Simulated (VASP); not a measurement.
Energy against volume of NaI (rock salt). Level of theory: vdW-DF-cx, VASP's PBE PAW potentials (set 64) (plane waves; VASP).

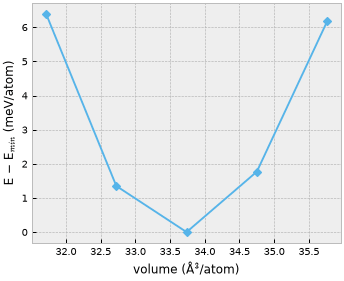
Figure: Energy against volume

Problem. Estimate the equilibrium volume and the bulk modulus.

Solution. The minimum lies near 33.6 Å³/atom, and the curvature gives B0 of about 17 GPa.

The compound is NaI in the rock salt structure. It was relaxed first.
